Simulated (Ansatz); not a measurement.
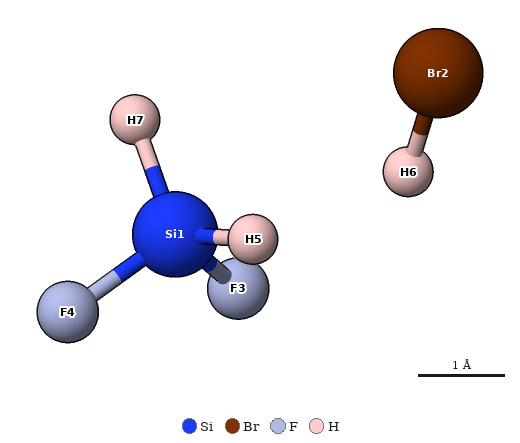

Figure 1. The input geometry (ball-and-stick view, seen at a tilt; atoms are numbered from 1 in the order of the input).

**Run report: SiH3BrF2, single-point calculation**

SiH3BrF2, computed with RKS PBE0-D4/def2-TZVPP (Ansatz 0.2.0).

The geometry is the product side of a reaction. The reaction was set up to form Si1–H7 and Br2–H6 and to break Si1–Br2 and H6–H7 (atoms counted from 1 in the order of the input); sticks are drawn by distance alone. The geometry comes from this level: PBE0-D4/def2-TZVP.

### The program's output
```
Functional definition: PBE0
  name "PBE0"
  cite "Adamo & Barone, J. Chem. Phys. 110, 6158 (1999) doi:10.1063/1.478522"
  cite "Perdew, Burke & Ernzerhof, Phys. Rev. Lett. 77, 3865 (1996) doi:10.1103/PhysRevLett.77.3865"
  parent pbe
  parameter a = 0.25
  parameter kappa = 0.804
  parameter beta = 0.06672455060314922
  exchange = (1 - a)*pbe_x(kappa = kappa, mu = beta*pi^2/3) + a*exact_x
  correlation = pbe_c(beta = beta)
1193 factors; their error is unknown
mean field evaluation 1: about -83393.4247 eV, gradient 4.2e1 eV
mean field evaluation 2: about -83390.6022 eV, gradient 6.3e1 eV
mean field evaluation 4: about -83395.6966 eV, gradient 6.1e-1 eV
mean field evaluation 8: about -83396.1725 eV, gradient 7.9e-2 eV
mean field -83396.17251406 eV, -3064.7528119357 hartree, gradient 5.8e-5 eV, S^2 0.000000; 0 other end points of the search recorded, 0 dependent functions left out
reference -83396.17254196 eV, -3064.7528129610 hartree; 35, 35 occupied and 159, 159 virtual orbitals, 1193 factors
Total energy: -83396.27193079 eV, -3064.7564654331 hartree
```

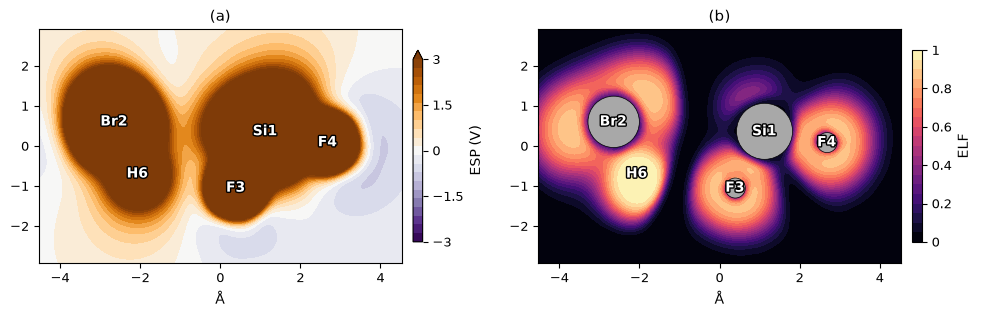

Figure 2. (a) molecular electrostatic potential; (b) electron localisation function on the plane of atoms F3, Si1 and F4. Grey discs, where drawn, cover atomic cores. Atoms in the plane: Si, Br, F and H. Si–F (1.59 Å): the ELF peaks at about 0.85 between the atoms. Br–H (1.42 Å): the ELF climbs to about 1 towards the hydrogen, as it does in any bond to H.

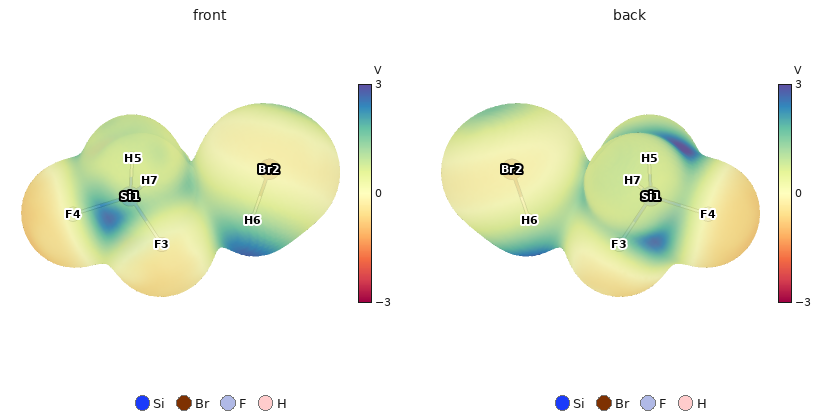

Figure 3. The electrostatic potential painted on the density surface at 0.004 e/bohr³, seen at a tilt and from behind; the colour scale runs from red (negative) to blue (positive).

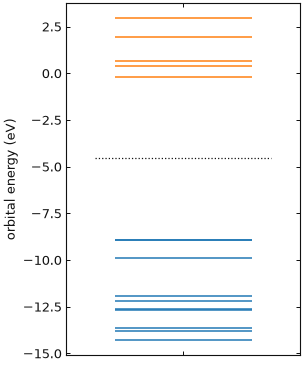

Figure 4. Orbital energies near the frontier; the dotted line parts filled from empty levels, and levels within 0.02 eV of each other stand side by side. Highest filled −8.90 eV, lowest empty −0.18 eV, 8.72 eV apart.

The run was set up as follows.

### The input
```yaml
crystal:
  periodic: [false, false, false]
  atoms:
    - {symbol: Si, position_ang: [-0.451969, 0.747051, 0.459576]}
    - {symbol: Br, position_ang: [1.809534, -2.065218, -0.644629]}
    - {symbol: F, position_ang: [-0.895563, 0.070380, -0.912636]}
    - {symbol: F, position_ang: [-1.500512, 1.895620, 0.772486]}
    - {symbol: H, position_ang: [-0.533120, -0.263776, 1.527873]}
    - {symbol: H, position_ang: [0.698542, -1.746442, -1.473875]}
    - {symbol: H, position_ang: [0.872987, 1.362385, 0.271303]}
basis:
  gaussian: {orbitals: def2-TZVPP}
hamiltonian: {xc: pbe0, dispersion: d4}
output: {orbitals: {seedname: orbitals}}
```

Command:
```bash
ansatz run in.yaml --threads 4 --pin off --events-out ev --progress --plain --max-ram 9574MiB
```

### Key numbers

```csv
quantity,value
outcome,converged
total energy,−83396.2719 eV
mean-field energy,−83396.1725 eV
dispersion energy,−0.0994 eV
SCF solution under orbital rotations,stable
HOMO,−8.90 eV
LUMO,−0.18 eV
hardware,"4 threads of Arm Neoverse V1, 23 GiB of memory available, shared host"
wall time,4.1 s (CPU time 11 s)
peak memory,0.48 GiB
```
